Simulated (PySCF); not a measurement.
# singlet CH3B: levels of theory compared

We compute a comparison of 6 runs (B3LYP/STO-3G, PBE0/STO-3G, BCCD(T)/STO-3G, NEVPT2(2,2)/STO-3G, QCISD(T)/STO-3G, FCI/STO-3G) of singlet CH3B. 

Program for the calculation: PySCF 2.14.0.

8 further runs of the same task are left out: 8 set aside as unsound or not needed.

**1. Starting point**

CH3B has 5 atoms, charge 0, and is taken as a singlet. As SMILES of the parent species, `B[CH]`. Geometry: relaxed at GFN2-xTB. That shape belongs to the parent species and isn't relaxed for this state.

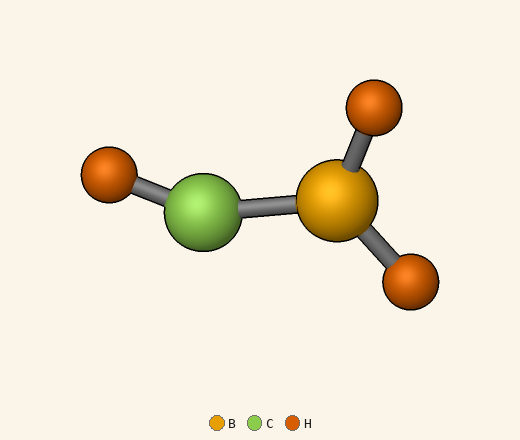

The structure, seen from a chosen angle (boron amber, carbon green, hydrogen orange).

**2. A single-point energy at B3LYP/STO-3G (run 1)**

File job.py:

```python
from pyscf import gto, dft

molecule = gto.Mole()
molecule.atom = '''
B     -0.352450    -0.401400    -0.071360
C      0.507540     0.779550    -0.141970
H     -0.308550    -1.118250     0.866820
H     -1.104620    -0.672740    -0.931370
H      1.258080     1.412850     0.277880
'''
molecule.verbose = 3
molecule.max_memory = 1860
molecule.basis = 'sto-3g'
molecule.build()

mf = dft.RKS(molecule)
mf.xc = 'b3lyp'
mf.conv_tol = 1e-10
mf.grids.level = 5
mf.kernel()
if not mf.converged:
    mf = mf.newton().run(mf.mo_coeff, mf.mo_occ)

e_tot = mf.e_tot
print('Final energy', e_tot)
```

The run is started by

```sh
$ OMP_NUM_THREADS=1 python job.py
```

Output:

```text
converged SCF energy = -63.8003390144811
Final energy -63.80033901448114
```

Wall time 1.8 s (1 thread of Arm Neoverse V2, shared host); peak memory 0.17 GiB.

**3. A single-point energy at PBE0/STO-3G (run 2)**

File input.py:

```python
from pyscf import gto, dft

system = gto.M(
    atom='''
B     -0.666034    -0.758536    -0.134851
C      0.959112     1.473136    -0.268284
H     -0.583075    -2.113186     1.638052
H     -2.087429    -1.271294    -1.760034
H      2.377427     2.669900     0.525117
''',
    unit='bohr',
    charge=0,
    max_memory=1860,
    verbose=3,
    basis='sto-3g',
)

mf = dft.RKS(system, xc='pbe0')
mf.conv_tol = 1e-10
mf.grids.level = 5
mf.kernel()
if not mf.converged:
    mf = mf.newton().run(mf.mo_coeff, mf.mo_occ)

etot = mf.e_tot
print('E(%s) = %.9f' % ('PBE0', etot))
```

The run is started by

```sh
$ OMP_NUM_THREADS=1 python input.py
```

Output:

```text
converged SCF energy = -63.7024955552121
E(PBE0) = -63.702495555
```

Wall time 1.6 s (1 thread of Arm Neoverse V2, shared host); peak memory 0.17 GiB.

**4. A single-point energy at BCCD(T)/STO-3G (run 3)**

File run.py:

```python
from pyscf import gto, cc
from pyscf.cc.bccd import bccd_kernel_

mol = gto.M(
    atom='''
B     -0.666034    -0.758536    -0.134851
C      0.959112     1.473136    -0.268284
H     -0.583075    -2.113186     1.638052
H     -2.087429    -1.271294    -1.760034
H      2.377427     2.669900     0.525117
''',
    charge=0,
    max_memory=1860,
    verbose=4,
    unit='bohr',
    spin=0,
    basis='sto-3g',
)

hf = mol.RHF()
hf.conv_tol = 1e-10
hf.kernel()
if not hf.converged:
    hf = hf.newton().run(hf.mo_coeff, hf.mo_occ)

mycc = cc.CCSD(hf, frozen=2).run()
mycc = bccd_kernel_(mycc, diis=True)
e_t = mycc.ccsd_t()
etot = mycc.e_tot + e_t
print('Final energy', etot)
```

The run is started by

```sh
$ OMP_NUM_THREADS=1 python run.py
```

Output:

```text
PySCF version 2.14.0

[... 59 lines left out ...]
converged SCF energy = -63.3386839717118
[... 12 lines left out ...]
Init t2, MP2 energy = -63.4221136507483  E_corr(MP2) -0.0834296790365417
[... 14 lines left out ...]
CCSD converged
[... 27 lines left out ...]
CCSD converged
[... 25 lines left out ...]
CCSD converged
[... 24 lines left out ...]
CCSD converged
[... 19 lines left out ...]
CCSD converged
[... 3 lines left out ...]
Final energy -63.46016113031317
```

It took 0.9 s on 1 thread of Arm Neoverse V2, shared host; peak memory 0.12 GiB.

Runs 4 to 5 aren't shown in full; the table further down has their settings and results.

**5. The energy at FCI/STO-3G (run 6)**

File mol.xyz:

```xyz
5
CH3B
B     -0.352450    -0.401400    -0.071360
C      0.507540     0.779550    -0.141970
H     -0.308550    -1.118250     0.866820
H     -1.104620    -0.672740    -0.931370
H      1.258080     1.412850     0.277880
```

File input.py:

```python
from pyscf import gto, mcscf
from pyscf import fci

system = gto.M(
    atom='mol.xyz',
    charge=0,
    verbose=4,
    max_memory=1860,
    basis='sto-3g',
)

mf = system.RHF()
mf.conv_tol = 1e-10
mf.kernel()
if not mf.converged:
    mf = mf.newton().run(mf.mo_coeff, mf.mo_occ)

cas = mcscf.CASCI(mf, mf.mo_coeff.shape[-1] - 2, (system.nelec[0] - 2, system.nelec[1] - 2))  # full CI above the frozen core
cas.fcisolver = fci.direct_spin0.FCI(system)  # even spin states alone
cas.kernel()
print('<S^2> = %.4f' % cas.fcisolver.spin_square(cas.ci, cas.ncas, cas.nelecas)[0])
e_final = cas.e_tot
print('Final energy', e_final)
```

The run is started by

```sh
$ OMP_NUM_THREADS=1 python input.py
```

Output:

```text
PySCF version 2.14.0

[... 59 lines left out ...]
converged SCF energy = -63.3386839303184
[... 1 line left out ...]
******** <class 'pyscf.mcscf.casci.CASCI'> ********
CAS (5e+5e, 11o), ncore = 2, nvir = 0
natorb = False
canonicalization = True
sorting_mo_energy = False
******** <class 'pyscf.fci.direct_spin0.FCISolver'> ********
max. cycles = 100
conv_tol = 1e-10
davidson only = False
linear dependence = 1e-14
level shift = 0.001
max iter space = 12
nroots = 1
pspace_size = 400
spin = None
Density matrix diagonal elements [1.97691079 1.97793469 1.96188478 1.93938279 1.88908544 0.08812157
 0.08829652 0.02442811 0.02142478 0.01687208 0.01565845]
CASCI converged
CASCI E = -63.4619939428113  E(CI) = -21.8494323305152  S^2 = 0.0000000
<S^2> = 0.0000
Final energy -63.46199394281135
```

Run time: 4.2 s. Hardware: 1 thread of Arm Neoverse V2, shared host; peak memory 0.16 GiB.

**6. Overview of the runs**

| run | level | integration grid | frozen core orbitals | energy (Eh) | dipole moment (D) of the reference | HOMO energy (eV) | LUMO energy (eV) | wall time |
| --- | --- | --- | --- | --- | --- | --- | --- | --- |
| 1 | B3LYP/STO-3G | 5 | – | -63.800339 | 1.58 | -4.57 | -1.42 | 1.8 s |
| 2 | PBE0/STO-3G | 5 | – | -63.702496 | 1.59 | -4.77 | -1.17 | 1.6 s |
| 3 | BCCD(T)/STO-3G | – | 2 | -63.460161 | – | – | – | 0.9 s |
| 4 | NEVPT2(2,2)/STO-3G | – | – | -63.432197 | 1.64 | -7.97 | 4.91 | 0.64 s |
| 5 | QCISD(T)/STO-3G | – | 2 | -63.460819 | 1.64 | -7.97 | 4.91 | 0.66 s |
| 6 | FCI/STO-3G | – | 2 | -63.461994 | 1.64 | -7.97 | 4.91 | 4.2 s |

**7. Outcome**

```
                                          quantity         value
                               run 6: total energy  -63.46199 Eh
       run 6: dipole moment (Hartree–Fock density)        1.64 D
        run 6: HOMO energy (Hartree–Fock orbitals)      -7.97 eV
        run 6: LUMO energy (Hartree–Fock orbitals)       4.91 eV
      run 6: HOMO–LUMO gap (Hartree–Fock orbitals)      12.88 eV
run 6: correlation energy (2 core orbitals frozen)    -123.3 mEh
```

In words: Against full CI in this basis: BCCD(T) +1.8 mEh; QCISD(T) +1.2 mEh. Totals of different functionals can't be ranked against each other. In run 5 the T1 diagnostic is large, so a single reference may not serve. In runs 1, 2, 3, 4, 5, 6 the basis is minimal, so the values are rough. All runs together took 9.8 s, the longest 4.2 s.
